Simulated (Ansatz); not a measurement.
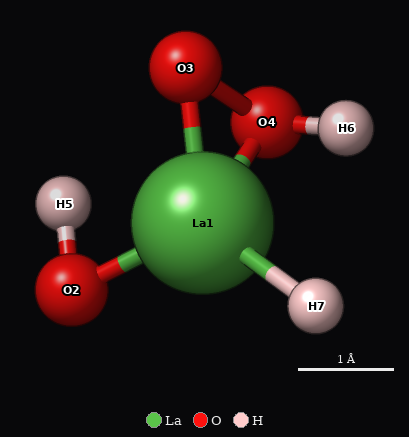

The starting structure (ball-and-stick view, seen at a tilt; atoms are numbered from 1 in the order of the input). Sticks mark near contacts. Bond lengths as drawn: H–La 1.92 Å, H–O 0.96 to 0.98 Å, La–O 1.66 to 1.67 Å and O–O 1.38 Å.

**Geometry relaxation of LaH3O3**

The run: geometry relaxation of LaH3O3. Method and program: RKS r2SCAN-D4/def2-SVP (Ansatz 0.2.0).

The geometry: GFN1-xTB start. Figures and captions count atoms from 1; the log counts them from 0 in places.

The program's output
```
Functional definition: r2SCAN
  name "r2SCAN"
  cite "Furness, Kaplan, Ning, Perdew & Sun, J. Phys. Chem. Lett. 11, 8208 (2020) doi:10.1021/acs.jpclett.0c02405"
  cite "Furness, Kaplan, Ning, Perdew & Sun, J. Phys. Chem. Lett. 11, 9248 (2020) doi:10.1021/acs.jpclett.0c03077"
  parent r2scan
  parameter k0 = 0.174
  parameter k1 = 0.065
  parameter a1 = 4.9479
  exchange = r2scan_x(k0 = k0, k1 = k1, a1 = a1)
  correlation = r2scan_c
these checks for a lower state are left out or cut short: starts
851 factors; their error is unknown
mean field evaluation 1: about -7006.3427 eV, gradient 7.7e1 eV
mean field evaluation 2: about -6942.2131 eV, gradient 1.7e2 eV
mean field evaluation 4: about -6995.8561 eV, gradient 8.7e1 eV
mean field evaluation 8: about -7017.6106 eV, gradient 1.5e0 eV
mean field evaluation 16: about -7017.5763 eV, gradient 2.0e-3 eV
mean field -7017.57632274 eV, -257.8911731766 hartree, gradient 8.1e-5 eV, S^2 0.000000; 0 other end points of the search recorded, 0 dependent functions left out
the calculation of the forces begins
reference -7017.57634443 eV, -257.8911739737 hartree; 19, 19 occupied and 70, 70 virtual orbitals, 851 factors
relax step   1: F+E_penalty+E_count = -7017.61105042 eV  Δ(F+E_penalty+E_count) = +0.000e0 eV  max|allowed force component| = 5.539e1 eV/Å  Δτ_max = 0.0000 Å  (31 SCF iters, accepted)
these checks for a lower state are left out or cut short: starts, cluster_reference, orbital_swaps, neighbouring_geometries, increment
851 factors; their error is unknown
mean field -7032.62885077 eV, -258.4443433787 hartree, gradient 1.2e-5 eV, S^2 0.000000; 0 other end points of the search recorded, 0 dependent functions left out
[... from here on the field's lines of each further geometry are left out, up to the last ...]
relax step   2: F+E_penalty+E_count = -7032.66217830 eV  Δ(F+E_penalty+E_count) = -1.505e1 eV  max|allowed force component| = 1.909e1 eV/Å  Δτ_max = 0.1918 Å  (41 SCF iters, accepted)
relax step   3: F+E_penalty+E_count = -7038.12698997 eV  Δ(F+E_penalty+E_count) = -5.465e0 eV  max|allowed force component| = 4.817e0 eV/Å  Δτ_max = 0.1952 Å  (37 SCF iters, accepted)
relax step   4: F+E_penalty+E_count = -7040.02917389 eV  Δ(F+E_penalty+E_count) = -1.902e0 eV  max|allowed force component| = 1.617e0 eV/Å  Δτ_max = 0.1950 Å  (37 SCF iters, accepted)
relax step   5: F+E_penalty+E_count = -7040.86094347 eV  Δ(F+E_penalty+E_count) = -8.318e-1 eV  max|allowed force component| = 1.500e0 eV/Å  Δτ_max = 0.1947 Å  (37 SCF iters, accepted)
relax step   6: F+E_penalty+E_count = -7041.22104449 eV  Δ(F+E_penalty+E_count) = -3.601e-1 eV  max|allowed force component| = 1.454e0 eV/Å  Δτ_max = 0.2000 Å  (38 SCF iters, accepted)
relax step   7: F+E_penalty+E_count = -7041.45053431 eV  Δ(F+E_penalty+E_count) = -2.295e-1 eV  max|allowed force component| = 1.349e0 eV/Å  Δτ_max = 0.2000 Å  (38 SCF iters, accepted)
relax step   8: F+E_penalty+E_count = -7041.59853537 eV  Δ(F+E_penalty+E_count) = -1.480e-1 eV  max|allowed force component| = 4.786e-1 eV/Å  Δτ_max = 0.2000 Å  (38 SCF iters, accepted)
relax step   9: F+E_penalty+E_count = -7041.66516852 eV  Δ(F+E_penalty+E_count) = -6.663e-2 eV  max|allowed force component| = 5.000e-1 eV/Å  Δτ_max = 0.1999 Å  (37 SCF iters, accepted)
relax step  10: F+E_penalty+E_count = -7041.69797948 eV  Δ(F+E_penalty+E_count) = -3.281e-2 eV  max|allowed force component| = 5.299e-1 eV/Å  Δτ_max = 0.1221 Å  (31 SCF iters, accepted)
relax step  11: F+E_penalty+E_count = -7041.72078048 eV  Δ(F+E_penalty+E_count) = -2.280e-2 eV  max|allowed force component| = 7.871e-1 eV/Å  Δτ_max = 0.1738 Å  (31 SCF iters, accepted)
relax step  12: F+E_penalty+E_count = -7041.74462528 eV  Δ(F+E_penalty+E_count) = -2.384e-2 eV  max|allowed force component| = 6.892e-1 eV/Å  Δτ_max = 0.1175 Å  (29 SCF iters, accepted)
relax step  13: F+E_penalty+E_count = -7041.77300239 eV  Δ(F+E_penalty+E_count) = -2.838e-2 eV  max|allowed force component| = 2.471e-1 eV/Å  Δτ_max = 0.1997 Å  (38 SCF iters, accepted)
relax step  14: F+E_penalty+E_count = -7041.77454556 eV  Δ(F+E_penalty+E_count) = -1.543e-3 eV  max|allowed force component| = 6.927e-1 eV/Å  Δτ_max = 0.0704 Å  (30 SCF iters, accepted)
relax step  15: F+E_penalty+E_count = -7041.77465076 eV  Δ(F+E_penalty+E_count) = -1.052e-4 eV  max|allowed force component| = 6.888e-1 eV/Å  Δτ_max = 0.0020 Å  (21 SCF iters, accepted)
relax step  16: F+E_penalty+E_count = -7041.77820712 eV  Δ(F+E_penalty+E_count) = -3.556e-3 eV  max|allowed force component| = 3.929e-1 eV/Å  Δτ_max = 0.1959 Å  (31 SCF iters, accepted)
relax step  17: F+E_penalty+E_count = -7041.78199151 eV  Δ(F+E_penalty+E_count) = -3.784e-3 eV  max|allowed force component| = 2.585e-1 eV/Å  Δτ_max = 0.0531 Å  (32 SCF iters, accepted)
relax step  18: F+E_penalty+E_count = -7041.68603608 eV  Δ(F+E_penalty+E_count) = +9.596e-2 eV  max|allowed force component| = 2.328e0 eV/Å  Δτ_max = 0.1932 Å  (37 SCF iters, rejected (line search))
relax step  19: F+E_penalty+E_count = -7041.78281545 eV  Δ(F+E_penalty+E_count) = -8.239e-4 eV  max|allowed force component| = 1.773e-1 eV/Å  Δτ_max = 0.0966 Å  (31 SCF iters, accepted)
relax step  20: F+E_penalty+E_count = -7041.76969889 eV  Δ(F+E_penalty+E_count) = +1.312e-2 eV  max|allowed force component| = 3.469e-1 eV/Å  Δτ_max = 0.0880 Å  (30 SCF iters, rejected (line search))
the calculation of the forces begins
reference -7041.75714648 eV, -258.7798020585 hartree; 19, 19 occupied and 70, 70 virtual orbitals, 851 factors
relax step  21: F+E_penalty+E_count = -7041.78459886 eV  Δ(F+E_penalty+E_count) = -1.783e-3 eV  max|allowed force component| = 1.694e-2 eV/Å  Δτ_max = 0.0367 Å  (32 SCF iters, accepted)
```

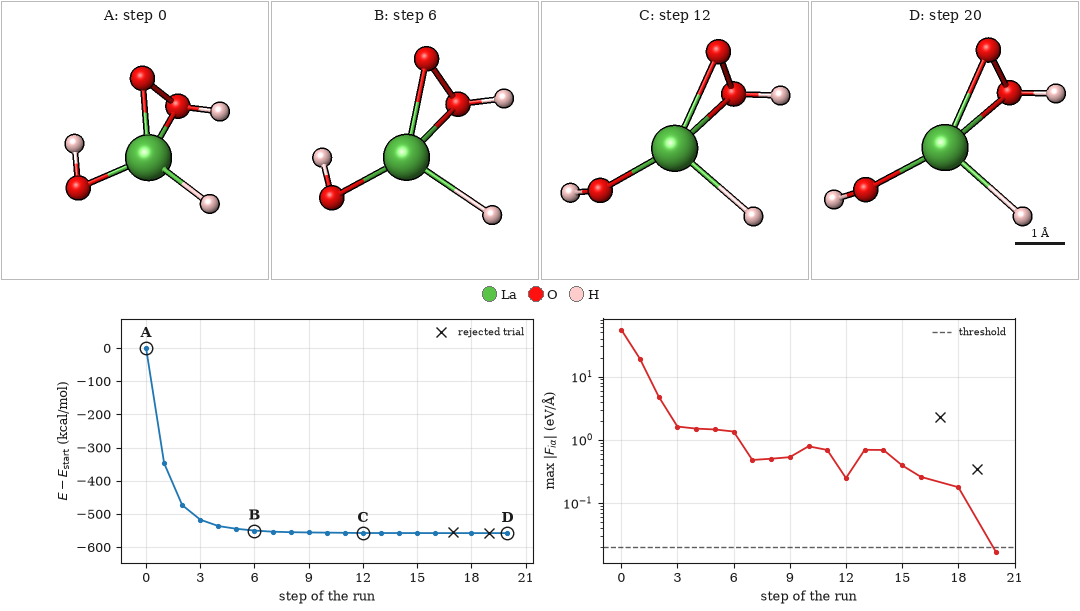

Frames of the relaxation (ball-and-stick view, seen at a tilt) above the curves, on which the letters mark them (the first geometry is step 0 here and step 1 in the log).

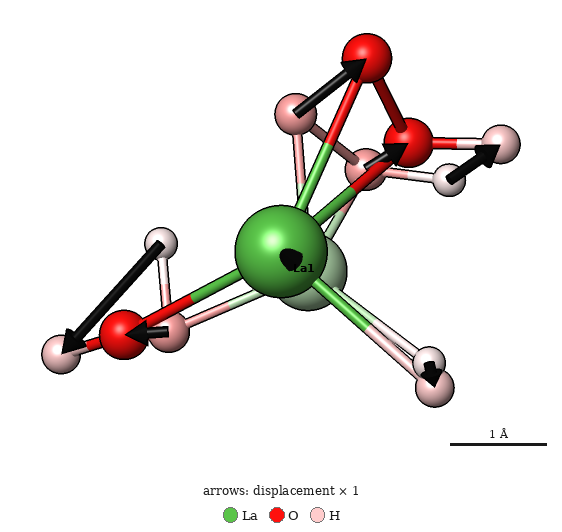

Start (faint) and end (solid) with the displacements as black arrows, at true length (ball-and-stick view, seen at a tilt). The two geometries are laid on each other by the best rigid fit. The energy falls by 557.5 kcal/mol in 20 geometry steps. The largest force component goes from 55 to 0.017 eV/Å. The line search rejected the trial steps at points 17, 19 (counted from 0) and went back. The largest move after the best rigid fit is that of H5, 1.61 Å. Largest moves by element: H 1.61 Å, O 0.96 Å, La 0.72 Å. Distances before and after: La1–O4 1.672 → 2.468 Å, La1–O3 1.656 → 2.305 Å, La1–O2 1.655 → 2.165 Å, La1–H7 1.918 → 2.179 Å. Among the angles that change: La1–O2–H5 78.0° → 164.1°, La1–O4–H6 87.6° → 116.7°, O4–La1–H7 117.1° → 90.6°. (Atoms are counted from 1 in the order of the input.)

```
these checks for a lower state are left out or cut short: starts
851 factors; their error is unknown
mean field -7041.75711622 eV, -258.7798009466 hartree, gradient 2.2e-5 eV, S^2 0.000000; 0 other end points of the search recorded, 0 dependent functions left out
the calculation of the forces begins
reference -7041.75714648 eV, -258.7798020585 hartree; 19, 19 occupied and 70, 70 virtual orbitals, 851 factors
Total energy: -7041.78462911 eV, -258.7808120269 hartree
Atom 0 at     0.103457     0.632422    -0.756334 Å, force     0.007514    -0.007147     0.010851 eV/Å
Atom 1 at    -2.051493     0.603265    -0.553827 Å, force    -0.011383     0.004844     0.005103 eV/Å
Atom 2 at     1.318982    -1.325937    -0.728297 Å, force     0.002837    -0.004542     0.001967 eV/Å
Atom 3 at     0.861740    -1.229018     0.675608 Å, force    -0.000800     0.016940    -0.009419 eV/Å
Atom 4 at    -2.960595     0.341133    -0.383442 Å, force     0.006005    -0.001325    -0.004260 eV/Å
Atom 5 at     1.694280    -1.097084     1.160121 Å, force    -0.000806    -0.002626    -0.000845 eV/Å
Atom 6 at     1.033639     2.075229     0.586170 Å, force    -0.003367    -0.006146    -0.003396 eV/Å
Dipole moment:    -0.088545     0.086809    -0.653906 e Å
Checks for a lower state left out: starts
```

Trajectory as extended XYZ (Å, eV, eV/Å), 15 of the 21 frames kept, from step=1 to step=21
```
7
Properties=species:S:1:pos:R:3:forces:R:3 step=1 energy=-7017.61105
La    0.0049    0.4420   -0.1035   14.5791  55.3883   1.6366
O    -1.6101    0.6734   -0.3840  -28.3032   3.1352  -5.5557
O     0.3928   -1.0426   -0.7270    8.2102 -28.9929 -10.8004
O     0.3075   -1.0200    0.6494    6.1658 -29.1174  13.5789
H    -1.5052   -0.2652   -0.5817   -5.7219  -0.7093  -1.3233
H     1.1818   -0.6637    0.8996    2.8248  -1.7201   1.8787
H     1.2284    1.8762    0.2472    2.2452   2.0161   0.5852
7
Properties=species:S:1:pos:R:3:forces:R:3 step=2 energy=-7032.66218
La    0.0602    0.6257   -0.1050    5.7592  19.0927  -0.4952
O    -1.7521    0.6925   -0.4167  -12.3144  -0.4014  -2.4663
O     0.4336   -1.1481   -0.7412    2.6568 -10.1960  -3.3092
O     0.3505   -1.1217    0.6795    2.7326 -10.3705   4.7968
H    -1.5482   -0.2567   -0.5892   -3.4710  -0.0473  -0.6747
H     1.2050   -0.6895    0.9196    0.8824  -2.0508   1.0941
H     1.2510    1.8978    0.2531    3.7543   3.9733   1.0546
7
Properties=species:S:1:pos:R:3:forces:R:3 step=4 energy=-7040.02917
La    0.1209    0.8658   -0.2263   -0.2791   0.8672  -1.5859
O    -1.9898    0.6374   -0.4398   -0.8788  -0.7364  -0.1994
O     0.4771   -1.3144   -0.7504    0.4482  -0.4901   0.1706
O     0.3723   -1.2328    0.7292    0.8483  -0.3812   0.4484
H    -1.7165   -0.3036   -0.6254   -1.5267   0.5211  -0.0320
H     1.2515   -0.8474    0.9682    0.0402  -1.3975   0.4166
H     1.4845    2.1950    0.3445    1.3479   1.6169   0.7817
7
Properties=species:S:1:pos:R:3:forces:R:3 step=5 energy=-7040.86094
La    0.1342    0.9059   -0.4164   -0.5174  -0.3707  -1.0799
O    -2.0642    0.6567   -0.4239    0.7121  -0.7593  -0.1171
O     0.5588   -1.3752   -0.7327    0.1173   0.5148   0.5093
O     0.3880   -1.1998    0.7494    1.4997   0.4392  -0.0001
H    -1.8732   -0.3009   -0.6296   -1.1043   0.7341   0.1924
H     1.3271   -0.9693    1.0171   -0.9793  -0.9561   0.0463
H     1.5292    2.2826    0.4361    0.2719   0.3980   0.4492
7
Properties=species:S:1:pos:R:3:forces:R:3 step=7 energy=-7041.45053
La    0.1772    0.8370   -0.7905   -0.4639   0.0913  -0.1113
O    -2.0102    0.7748   -0.4130    0.5603  -1.3489  -0.3620
O     0.7462   -1.3857   -0.7026   -0.0062   0.1842   0.2923
O     0.4962   -1.0580    0.7331    0.9788   0.0006  -0.0650
H    -2.1382   -0.2124   -0.5068   -0.3695   1.2317   0.2757
H     1.4200   -0.9979    1.0854   -0.7676  -0.1963  -0.1217
H     1.3087    2.0422    0.5944    0.0680   0.0375   0.0920
7
Properties=species:S:1:pos:R:3:forces:R:3 step=8 energy=-7041.59854
La    0.1846    0.8097   -0.7717    0.0195   0.4512  -0.4689
O    -1.9681    0.7607   -0.4443   -0.1521  -0.4786  -0.0703
O     0.8824   -1.3626   -0.7102    0.0747  -0.0970   0.0557
O     0.5265   -1.0683    0.6972    0.4606  -0.3254   0.2709
H    -2.3226   -0.1489   -0.4626   -0.1778   0.4347   0.1118
H     1.4004   -1.0917    1.1364   -0.2861  -0.0440  -0.0287
H     1.2968    2.1011    0.5552    0.0612   0.0591   0.1295
7
Properties=species:S:1:pos:R:3:forces:R:3 step=10 energy=-7041.69798
La    0.2239    0.7993   -0.8368   -0.2630  -0.1532   0.0742
O    -1.9428    0.7570   -0.5096    0.0093  -0.5263   0.0567
O     1.1300   -1.3103   -0.7203   -0.0127   0.0606   0.2806
O     0.5427   -1.1837    0.6434    0.0594   0.0893  -0.2628
H    -2.4893   -0.0240   -0.2953    0.1663   0.5299  -0.0953
H     1.3238   -1.2350    1.2213    0.0123   0.0068  -0.0955
H     1.2118    2.1967    0.4972    0.0283  -0.0072   0.0421
7
Properties=species:S:1:pos:R:3:forces:R:3 step=11 energy=-7041.72078
La    0.1842    0.7576   -0.8121    0.1964  -0.0016  -0.0232
O    -1.9728    0.7529   -0.5447   -0.6362  -0.7871   0.2478
O     1.1852   -1.3147   -0.6955    0.0869   0.0570  -0.3639
O     0.6119   -1.1744    0.6453    0.0124  -0.0840   0.4278
H    -2.6377    0.0599   -0.3291    0.5290   0.7732  -0.2073
H     1.3983   -1.2261    1.2186   -0.1262   0.0717  -0.0580
H     1.2309    2.1447    0.5174   -0.0623  -0.0293  -0.0232
7
Properties=species:S:1:pos:R:3:forces:R:3 step=12 energy=-7041.74463
La    0.2016    0.7166   -0.8319   -0.0639   0.0597  -0.0008
O    -1.9589    0.7409   -0.5712   -0.6052  -0.6892   0.2970
O     1.2334   -1.3372   -0.7070    0.0121   0.0438   0.0103
O     0.6385   -1.2063    0.6413    0.1164  -0.0322   0.1146
H    -2.6984    0.1544   -0.2945    0.6547   0.6619  -0.2976
H     1.4231   -1.1833    1.2197   -0.1062   0.0045  -0.0959
H     1.1607    2.1151    0.5435   -0.0078  -0.0486  -0.0276
7
Properties=species:S:1:pos:R:3:forces:R:3 step=14 energy=-7041.77455
La    0.1750    0.6673   -0.8169    0.0973  -0.0713  -0.0139
O    -1.9708    0.6463   -0.5764    0.6098   0.2457  -0.1752
O     1.3132   -1.3389   -0.7008   -0.0413   0.0768  -0.0042
O     0.7097   -1.2357    0.6473    0.0056  -0.0253  -0.0025
H    -2.8363    0.3508   -0.3259   -0.6927  -0.2218   0.1778
H     1.4907   -1.1659    1.2206    0.0295   0.0068   0.0201
H     1.1185    2.0760    0.5521   -0.0081  -0.0109  -0.0021
7
Properties=species:S:1:pos:R:3:forces:R:3 step=15 energy=-7041.77465
La    0.1744    0.6672   -0.8168    0.0967  -0.0703  -0.0144
O    -1.9714    0.6455   -0.5760    0.6059   0.2444  -0.1741
O     1.3137   -1.3383   -0.7012   -0.0410   0.0759  -0.0045
O     0.7107   -1.2354    0.6472    0.0051  -0.0254  -0.0025
H    -2.8371    0.3500   -0.3257   -0.6888  -0.2206   0.1767
H     1.4920   -1.1645    1.2200    0.0300   0.0066   0.0207
H     1.1176    2.0755    0.5525   -0.0080  -0.0105  -0.0018
7
Properties=species:S:1:pos:R:3:forces:R:3 step=17 energy=-7041.78199
La    0.1111    0.6444   -0.7683    0.0732   0.0878   0.0086
O    -2.0377    0.6040   -0.5295   -0.2585  -0.0829   0.0246
O     1.3449   -1.3039   -0.7362   -0.0295   0.0098   0.0697
O     0.8252   -1.2258    0.6506    0.1546  -0.0309   0.0580
H    -2.9355    0.2907   -0.3613    0.2000   0.0807  -0.0293
H     1.6379   -1.1092    1.1768   -0.1083  -0.0162  -0.0934
H     1.0540    2.0997    0.5678   -0.0316  -0.0484  -0.0381
7
Properties=species:S:1:pos:R:3:forces:R:3 step=18 energy=-7041.68604 accepted=F
La    0.0798    0.6118   -0.7852   -0.0176  -0.3285   0.0434
O    -2.0807    0.4768   -0.6183   -2.1681   0.0095   0.8305
O     1.3959   -1.3037   -0.7484   -0.1906   0.1670   0.1458
O     0.9425   -1.2030    0.6662    0.4803   0.1128   0.0161
H    -3.0414    0.4354   -0.2894    2.3276   0.0241  -0.8333
H     1.7846   -1.0265    1.1413   -0.4609  -0.0717  -0.2389
H     0.9193    2.0093    0.6338    0.0293   0.0867   0.0363
7
Properties=species:S:1:pos:R:3:forces:R:3 step=20 energy=-7041.76970 accepted=F
La    0.1084    0.6365   -0.7499   -0.3469  -0.2294   0.0355
O    -2.0810    0.6344   -0.6055    0.3308  -0.0769   0.1032
O     1.3089   -1.3552   -0.7279   -0.0944   0.2338   0.0194
O     0.8774   -1.2262    0.6818   -0.0363   0.0416   0.0055
H    -2.9620    0.3265   -0.3598    0.1570   0.0761  -0.1040
H     1.7157   -1.0917    1.1566   -0.0009  -0.0166  -0.0365
H     1.0326    2.0757    0.6046   -0.0093  -0.0286  -0.0231
7
Properties=species:S:1:pos:R:3:forces:R:3 step=21 energy=-7041.78460
La    0.1035    0.6324   -0.7563    0.0075  -0.0071   0.0109
O    -2.0515    0.6033   -0.5538   -0.0114   0.0048   0.0051
O     1.3190   -1.3259   -0.7283    0.0028  -0.0045   0.0020
O     0.8617   -1.2290    0.6756   -0.0008   0.0169  -0.0094
H    -2.9606    0.3411   -0.3834    0.0060  -0.0013  -0.0043
H     1.6943   -1.0971    1.1601   -0.0008  -0.0026  -0.0008
H     1.0336    2.0752    0.5862   -0.0034  -0.0061  -0.0034
```

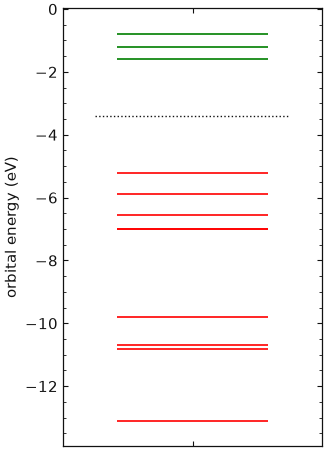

Orbital energies near the frontier; the dotted line parts filled from empty levels, and levels within 0.02 eV of each other stand side by side. Highest filled −5.21 eV, lowest empty −1.59 eV, 3.62 eV apart.

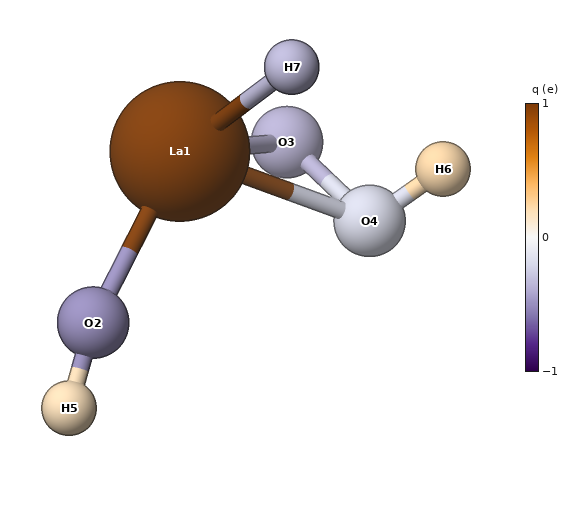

Mulliken charges, as the colour of each atom (ball-and-stick view, seen at a tilt; atoms are numbered from 1 in the order of the input; Mulliken charges depend strongly on the basis). By element: La +0.99, O −0.50 to −0.20 and H −0.32 to +0.25 e.

This output came from the following input.

The input
```yaml
crystal:
  periodic: [false, false, false]
  atoms:
    - {symbol: La, position_ang: [0.004850, 0.442000, -0.103530]}
    - {symbol: O, position_ang: [-1.610100, 0.673400, -0.383970]}
    - {symbol: O, position_ang: [0.392770, -1.042640, -0.727020]}
    - {symbol: O, position_ang: [0.307520, -1.020000, 0.649410]}
    - {symbol: H, position_ang: [-1.505210, -0.265240, -0.581680]}
    - {symbol: H, position_ang: [1.181790, -0.663700, 0.899610]}
    - {symbol: H, position_ang: [1.228390, 1.876190, 0.247180]}
basis:
  gaussian: {orbitals: def2-SVP}
hamiltonian: {xc: r2scan, dispersion: d4}
scf: {omitted_lower_state_checks: [starts]}
output: {orbitals: {seedname: orbitals}}
relax: {f_tol: 0.02, max_steps: 100}
```

Run as:
```bash
ansatz run in.yaml --threads 4 --pin off --events-out ev --progress --plain --max-ram 3916MiB
```

Summary

| quantity | value |
| --- | --- |
| outcome | converged |
| total energy | −7041.7846 eV |
| mean-field energy | −7041.7571 eV |
| dispersion energy | −0.0275 eV |
| SCF solution under orbital rotations | stable |
| HOMO | −5.21 eV |
| LUMO | −1.59 eV |
| largest force (length of the vector) at the end | 0.019 eV/Å |
| dipole moment | 3.20 D |
| hardware | 4 threads of Arm Neoverse V2, 23 GiB of memory available, shared host |
| wall time | 37 s (CPU time 2.3 min) |
| peak memory | 0.19 GiB |
